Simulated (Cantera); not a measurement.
Feed: 1 mol CH4, 0.037 mol H2O, 23 mol N2, 1.7 mol NH3, held at 1700 K.

Equilibrium computed with Cantera from the NASA thermochemical tables; the gas is ideal and each condensed phase is pure. Candidate condensed phases: C, C6H6, C7H8, C8H18, H2O; 136 gas species. The ideal-gas law is rough above about 30 bar. The numbers say what is thermodynamically allowed, not how fast it happens.

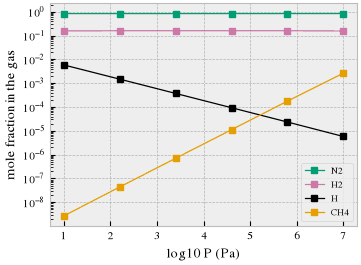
Figure: Equilibrium gas composition (values under 1e-9 drawn at 1e-9)

From 10.0 Pa to 1.00e7 Pa the condensed part is C(graphite). The main C-bearing gas is HCN at 10.0 Pa and CH4 at 1.00e7 Pa.
